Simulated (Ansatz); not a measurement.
One crystal and one scan (energy against volume) at two levels, PBE (plane waves to 420 eV, PAW, scalar-relativistic; Ansatz, a quantum-chemistry and plane-wave program) and r2SCAN (plane waves to 500 eV, PAW, scalar-relativistic; Ansatz), each from its own relaxed cell and on its own mesh. The cell shown is that of PBE.

TiC (rock salt)

```
TiC
1.0
    0.00000     2.16652     2.16652
    2.16652     0.00000     2.16652
    2.16652     2.16652     0.00000
C Ti
1 1
Direct
  0.00000   0.00000   0.00000
  0.50000   0.50000   0.50000
```

The volume is varied about the relaxed value V₀ at fixed cell shape. Symmetry pins the atoms to their sites.

E stands for the smeared free energy. TiC is run without spin polarisation. TiC was relaxed with its symmetry unable to fall. Percentages come from the unrounded values. Both scans cover V/V₀ from 0.940 to 1.060.

```tsv
quantity	PBE	r2SCAN	PBE − r2SCAN
Lattice constant a (Å)	4.333	4.328	+0.005 (+0.1 %)
Pressure at the smallest volume (GPa)	17.5	18.4	-0.9 (-5 %)
Energy cost of the largest compression (meV/atom)	32	33	-1 (-4 %)
Energy cost of the largest expansion (meV/atom)	26	27	-1 (-4 %)
Bulk modulus B₀ (third-order Birch-Murnaghan fit) (GPa)	250.4	262.4	-12.0 (-4.6 %)
Pressure derivative B₀′ (fit)	4.0	4.0	0.0
Pressure for 5 % compression (fit) (GPa)	14.2	14.9	-0.7 (-5 %)
```

PBE gives the lower value for: pressure at the smallest volume; bulk modulus B₀; pressure for 5 % compression. They agree on: lattice constant a (within 0.2 %); pressure derivative B₀′ (within 1.5 %). For the lattice constant a the reference is 4.33 Å (measured, room temperature or unstated; as given in Guo-Xu Zhang, Anthony M Reilly, Alexandre Tkatchenko et al., New Journal of Physics (2018), doi:10.1088/1367-2630/aac7f0): it holds thermal shifts, so no verdict is drawn.  Neither level is exact: the differences show how much the result hangs on the functional.

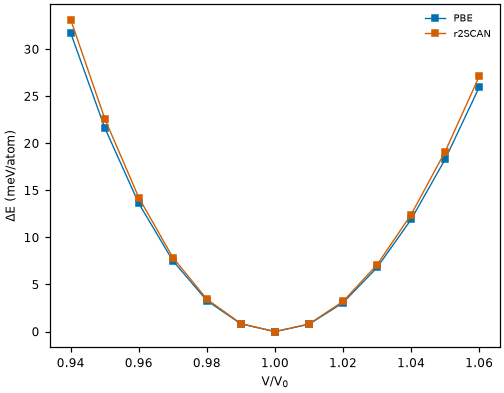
*ΔE, each from the relaxed starting cell of its own level.*

(Under strain, the slope of the energy per volume gives the stress and its curvature an elastic modulus.)
